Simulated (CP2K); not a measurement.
# B2SiH5OF (SMILES B[SiH](F)BO): GFN0-xTB

What is the energy difference between two shapes of B2SiH5OF at GFN0-xTB? 

The results are computed with CP2K 2026.2.

2 further runs of the same task are left out: 2 set aside as unsound or not needed.

### 1 The molecule

B2SiH5OF has 10 atoms, charge 0, and is taken as a singlet. As SMILES, `B[SiH](F)BO`. Geometry: relaxed at GFN2-xTB. This is one conformer, not always the lowest.

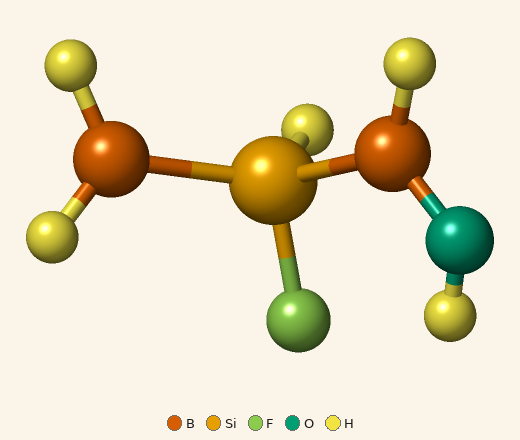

The structure, seen from a chosen angle (boron orange, silicon amber, fluorine green, oxygen teal, hydrogen yellow).

### 2 Energy and forces at GFN0-xTB

Input file molecule.pdb:

```
HETATM    1 B    MOL A   1      -1.349  -0.097   1.461  1.00  0.00           B
HETATM    2 Si   MOL A   1       0.103  -0.642   0.294  1.00  0.00          SI
HETATM    3 F    MOL A   1       1.566  -0.254   0.981  1.00  0.00           F
HETATM    4 B    MOL A   1       0.252   0.333  -1.435  1.00  0.00           B
HETATM    5 O    MOL A   1       1.307   1.091  -1.704  1.00  0.00           O
HETATM    6 H    MOL A   1      -2.443  -0.465   1.269  1.00  0.00           H
HETATM    7 H    MOL A   1      -1.201   0.679   2.324  1.00  0.00           H
HETATM    8 H    MOL A   1       0.317  -2.094   0.146  1.00  0.00           H
HETATM    9 H    MOL A   1      -0.558   0.321  -2.290  1.00  0.00           H
HETATM   10 H    MOL A   1       2.006   1.129  -1.045  1.00  0.00           H
END
```

Input file job.inp:

```
&GLOBAL
 PROJECT_NAME job
 RUN_TYPE ENERGY_FORCE
 PRINT_LEVEL MEDIUM
&END GLOBAL

&FORCE_EVAL
 METHOD QS
 &DFT
  CHARGE 0
  MULTIPLICITY 1
  # Quickstep
  &QS
   METHOD XTB
   EPS_DEFAULT 1.0E-10
   &XTB
    GFN_TYPE 0
    CHECK_ATOMIC_CHARGES F
   &END XTB
  &END QS
  &POISSON
   PERIODIC NONE
   POISSON_SOLVER ANALYTIC
  &END POISSON
  # self-consistent field
  &SCF
   SCF_GUESS ATOMIC
   EPS_SCF 1.0E-06
   MAX_SCF 150
   ADDED_MOS 2
   &DIAGONALIZATION
    ALGORITHM STANDARD
   &END DIAGONALIZATION
   &MIXING
    METHOD DIRECT_P_MIXING
    ALPHA 0.4
   &END MIXING
   &SMEAR ON
    METHOD FERMI_DIRAC
    ELECTRONIC_TEMPERATURE [K] 300
   &END SMEAR
  &END SCF
  # extra output
  &PRINT
   &MOMENTS
    PERIODIC F
    REFERENCE COM
    MAX_MOMENT 1
   &END MOMENTS
   &MO ON
    ENERGIES T
    OCCUPATION_NUMBERS T
    NDIGITS 6
    &EACH
     QS_SCF 0
    &END EACH
    ADD_LAST NUMERIC
   &END MO
   &HIRSHFELD OFF
   &END HIRSHFELD
  &END PRINT
 &END DFT
 # atoms, cell and kinds
 &SUBSYS
  &CELL
   ABC [angstrom] 14.4 13.2 14.6
   PERIODIC NONE
  &END CELL
  &TOPOLOGY
   COORD_FILE_NAME molecule.pdb
   COORD_FILE_FORMAT PDB
   CONN_FILE_FORMAT OFF
   &CENTER_COORDINATES
   &END CENTER_COORDINATES
  &END TOPOLOGY
 &END SUBSYS
 &PRINT
  &FORCES ON
  &END FORCES
 &END PRINT
&END FORCE_EVAL
```

On the command line:

```bash
OMP_NUM_THREADS=1 cp2k.psmp -i job.inp -o job.out
```

What it wrote:

```text
CP2K| version string:                                       CP2K version 2026.2
[...]
 GLOBAL| Method name                                                        CP2K
[...]
 GLOBAL| Run type                                                   ENERGY_FORCE
[...]
                             - Atoms:                                         10
[...]
                             - Spherical basis functions:                     35
[...]
 Number of electrons:                                                         28
[...]
  Fermi energy:                                                -0.32293805431152
[...]
 TB_DIPOLE| Moment [Debye]         -1.89188049       1.25894261      -0.79904522
 TB_DIPOLE| Derivative [a.u.]       0.00000000       0.00000000       0.00000000
[...]
 ENERGY| Total FORCE_EVAL ( QS ) energy [hartree]            -14.314964837367485
 FORCES| Atomic forces [hartree/bohr]
 FORCES|   Atom     x               y               z               |f|
 FORCES|      1  5.40362143E-03 -2.64681760E-03 -5.41330821E-03   8.09374288E-03
 FORCES|      2 -2.24235083E-03 -6.68728842E-03 -4.29144044E-03   8.25617494E-03
 FORCES|      3  1.84800955E-03  1.01919681E-03  1.46576227E-03   2.56950589E-03
 FORCES|      4  9.43341948E-03  2.25016566E-03  6.60970733E-03   1.17363060E-02
 FORCES|      5  3.08249216E-03 -2.23248875E-03  6.91949987E-03   7.89716673E-03
 FORCES|      6 -4.88555485E-03 -3.23906714E-03 -1.97655167E-03   6.18602931E-03
 FORCES|      7  3.05647711E-03  3.75629135E-03  3.97611828E-03   6.26588330E-03
 FORCES|      8 -3.39324616E-03  1.02211881E-02  1.03039711E-03   1.08188967E-02
 FORCES|      9 -8.91593062E-03 -3.05976665E-03 -4.31693440E-03   1.03678307E-02
 FORCES|     10 -3.38693728E-03  6.18586598E-04 -4.00325014E-03   5.28015201E-03
 FORCES| Sum     2.73652628E-16  3.69712941E-17  1.38777878E-17
 FORCES| Total atomic force                                       2.76487306E-16
[...]
```

Wall time 0.44 s (1 thread of Arm Neoverse N1, shared host); peak memory 0.14 GiB.

### 3 The distorted shape, same level

Input file molecule.pdb:

```
HETATM    1 B    MOL A   1      -1.333  -0.118   1.436  1.00  0.00           B
HETATM    2 Si   MOL A   1       0.179  -0.733   0.330  1.00  0.00          SI
HETATM    3 F    MOL A   1       1.485  -0.310   0.950  1.00  0.00           F
HETATM    4 B    MOL A   1       0.163   0.292  -1.442  1.00  0.00           B
HETATM    5 O    MOL A   1       1.284   1.019  -1.644  1.00  0.00           O
HETATM    6 H    MOL A   1      -2.491  -0.385   1.086  1.00  0.00           H
HETATM    7 H    MOL A   1      -1.151   0.657   2.318  1.00  0.00           H
HETATM    8 H    MOL A   1       0.237  -2.061   0.101  1.00  0.00           H
HETATM    9 H    MOL A   1      -0.446   0.177  -2.247  1.00  0.00           H
HETATM   10 H    MOL A   1       1.970   1.132  -1.055  1.00  0.00           H
END
```

Input file gas.inp:

```
&FORCE_EVAL
 METHOD Quickstep
 &DFT
  &QS
   METHOD XTB
   EPS_DEFAULT 1.0E-10
   &XTB
    GFN_TYPE 0
    CHECK_ATOMIC_CHARGES F
   &END XTB
  &END QS
  &POISSON
   PERIODIC NONE
   POISSON_SOLVER ANALYTIC
  &END POISSON
  &SCF
   SCF_GUESS ATOMIC
   EPS_SCF 1.0E-06
   MAX_SCF 150
   ADDED_MOS 2
   &DIAGONALIZATION
    ALGORITHM STANDARD
   &END DIAGONALIZATION
   &MIXING
    METHOD DIRECT_P_MIXING
    ALPHA 0.4
   &END MIXING
   &SMEAR ON
    METHOD FERMI_DIRAC
    ELECTRONIC_TEMPERATURE [K] 300
   &END SMEAR
  &END SCF
  &PRINT
   &MOMENTS
    PERIODIC F
    REFERENCE COM
    MAX_MOMENT 1
   &END MOMENTS
   &MO ON
    ENERGIES T
    OCCUPATION_NUMBERS T
    NDIGITS 6
    &EACH
     QS_SCF 0
    &END EACH
    ADD_LAST NUMERIC
   &END MO
   &HIRSHFELD OFF
   &END HIRSHFELD
  &END PRINT
 &END DFT
 &SUBSYS
  &CELL
   ABC 14.5 13.2 14.6
   PERIODIC NONE
  &END CELL
  &TOPOLOGY
   COORD_FILE_NAME molecule.pdb
   COORD_FILE_FORMAT PDB
   CONN_FILE_FORMAT OFF
   &CENTER_COORDINATES
   &END CENTER_COORDINATES
  &END TOPOLOGY
 &END SUBSYS
 &PRINT
  &FORCES ON
  &END FORCES
 &END PRINT
&END FORCE_EVAL

&GLOBAL
 PROJECT gas
 RUN_TYPE ENERGY_FORCE
 PRINT_LEVEL MEDIUM
&END GLOBAL
```

On the command line:

```bash
OMP_NUM_THREADS=1 cp2k.psmp gas.inp > gas.out
```

What it wrote:

```text
CP2K| version string:                                       CP2K version 2026.2
[...]
 GLOBAL| Method name                                                        CP2K
[...]
 GLOBAL| Run type                                                   ENERGY_FORCE
[...]
                             - Atoms:                                         10
[...]
                             - Spherical basis functions:                     35
[...]
 Number of electrons:                                                         28
[...]
  Fermi energy:                                                -0.31795311042245
[...]
 TB_DIPOLE| Moment [Debye]         -0.92057910       1.06862388      -0.72592048
 TB_DIPOLE| Derivative [a.u.]       0.00000000       0.00000000       0.00000000
[...]
 ENERGY| Total FORCE_EVAL ( QS ) energy [hartree]            -14.275652093932795
 FORCES| Atomic forces [hartree/bohr]
 FORCES|   Atom     x               y               z               |f|
 FORCES|      1 -2.56534064E-03 -6.45018043E-03 -1.26544963E-02   1.44333668E-02
 FORCES|      2 -1.10335320E-01  2.11070629E-02 -4.02362840E-02   1.19324555E-01
 FORCES|      3  9.47998181E-02  2.95158163E-02  4.48652110E-02   1.08954468E-01
 FORCES|      4  9.91459541E-02  1.30163295E-02  1.03472321E-01   1.43895331E-01
 FORCES|      5 -3.98209718E-02 -5.76068898E-03 -3.07081070E-02   5.06150488E-02
 FORCES|      6  1.48596795E-02  3.84460563E-03  6.71209819E-03   1.67524126E-02
 FORCES|      7 -2.33014317E-03 -2.00720591E-03 -1.32503708E-03   3.34875589E-03
 FORCES|      8  1.61039011E-03 -4.05920102E-02 -6.13538613E-03   4.10846396E-02
 FORCES|      9 -8.19550336E-02 -1.49460410E-02 -9.45542234E-02   1.26017907E-01
 FORCES|     10  2.65909670E-02  2.27231214E-03  3.05639035E-02   4.05757948E-02
 FORCES| Sum     2.01227923E-16 -6.02816408E-17 -2.42861287E-17
 FORCES| Total atomic force                                       2.11462454E-16
[...]
```

It took 0.44 s on 1 thread of Arm Neoverse N1, shared host; peak memory 0.14 GiB.

### 4 Results

Level: GFN0-xTB.

| quantity | value |
| --- | --- |
| first shape: total energy | -14.31496 Eh |
| first shape: dipole moment (from atomic charges alone) | 2.41 D |
| first shape: HOMO energy | -9.94 eV |
| first shape: LUMO energy | -7.89 eV |
| first shape: HOMO–LUMO gap | 2.04 eV |
| first shape: dispersion energy | -6.06 kJ/mol |
| first shape: largest force on an atom | 0.604 eV/Å |
| distorted shape: total energy | -14.27565 Eh |
| distorted shape: dipole moment (from atomic charges alone) | 1.59 D |
| distorted shape: HOMO energy | -9.69 eV |
| distorted shape: LUMO energy | -7.76 eV |
| distorted shape: HOMO–LUMO gap | 1.94 eV |
| distorted shape: dispersion energy | -6.25 kJ/mol |
| distorted shape: largest force on an atom | 7.399 eV/Å |
| energy change with the atoms displaced | 1.070 eV |

In words: With the atoms displaced the energy rises by 1.07 eV (25 kcal/mol). The first shape isn't relaxed at this level, so the change isn't measured from a minimum. The largest force (first shape) is 0.60 eV/Å: the shape isn't a stationary point for this species at this level. The dipole (first shape) comes from point charges on the atoms alone, without atomic dipoles, so it is partial. The dipole (distorted shape) comes from point charges on the atoms alone, without atomic dipoles, so it is partial.
